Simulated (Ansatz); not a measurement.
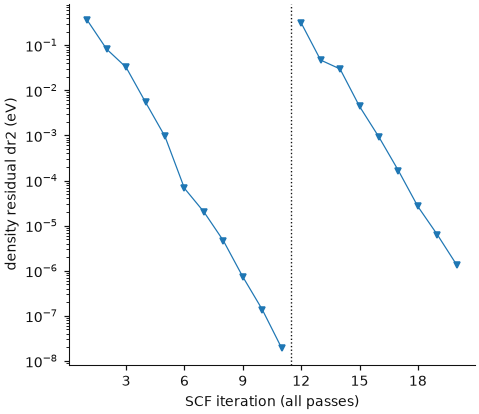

Plot: SCF iterations of a calculation: density residual dr2. PbS5 (P1, 12 atoms in the cell); Ansatz 0.2.0, DFT PBE, scalar-relativistic, plane waves, PAW; cutoff 420 eV, 6×6×6 k-mesh, Gaussian smearing of 0.2 eV. Each stretch between dotted lines is the SCF of one geometry step of a relaxation. The starting density is a sum of atomic densities corrected by a trained network.

It did not finish: the time limit cut it off after 20 iterations in all. There are 2 passes, of 11 and 9 iterations. In pass 2, the residual is still falling at the last step (down to 1.3 × 10⁻⁶). The residual starts near 0.4 and ends near 10⁻⁶ eV.
